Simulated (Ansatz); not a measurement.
C3H3GaO (SMILES C#C[C](=O)[GaH2])

Input file:

```
crystal:
  periodic: [false, false, false]
  atoms:
    - {symbol: C, position_ang: [-0.605030, -0.824003, 2.034356]}
    - {symbol: C, position_ang: [0.016037, -0.158225, 1.245608]}
    - {symbol: C, position_ang: [0.657428, 0.564789, 0.170764]}
    - {symbol: O, position_ang: [1.562880, 1.347880, 0.363826]}
    - {symbol: Ga, position_ang: [-0.015978, 0.226047, -1.729674]}
    - {symbol: H, position_ang: [-1.138082, -1.401383, 2.753839]}
    - {symbol: H, position_ang: [0.711092, 1.030118, -2.857174]}
    - {symbol: H, position_ang: [-1.188356, -0.785233, -1.981544]}
basis:
  gaussian: {orbitals: def2-TZVPP}
hamiltonian: {xc: pbe0, dispersion: d4}
output: {orbitals: {seedname: orbitals}}
```

Command:

```sh
ansatz run in.yaml --threads 4 --pin off --events-out ev --progress --plain --max-ram 10444MiB
```

Geometry: PBE0-D4/def2-TZVP.

Computed with RKS PBE0-D4/def2-TZVPP in Ansatz 0.2.0.

### What can the converged electron density and electron localisation function tell about the bonding?

C–C (1.20 Å): ρ at the midpoint is about 2.8 e/Å³; the ELF peaks at about 0.85 between the atoms (a multiple bond).
C–O (1.21 Å): ρ at the midpoint is about 3.4 e/Å³; the ELF peaks at about 0.85 between the atoms; a short, multiple covalent bond.
C–Ga (2.04 Å): ρ at the midpoint is about 0.72 e/Å³; the ELF peaks at about 0.95 in the valence shell of C, 0.7 Å from its nucleus, and is about 0.65 at the midpoint.
C–H (1.07 Å): ρ is about 2.1 e/Å³ halfway; the ELF climbs to about 1 towards the hydrogen, as it does in any bond to H; a covalent bond by its length.

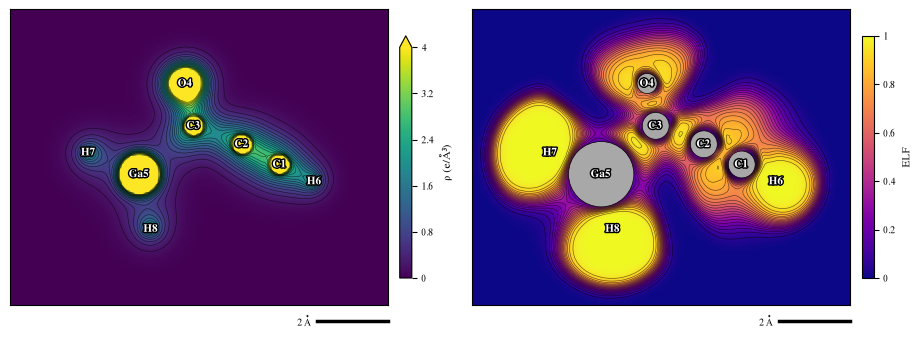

Computed electron density and electron localisation function on the molecular plane, in this order. Grey discs cover the atomic cores in the ELF map. 
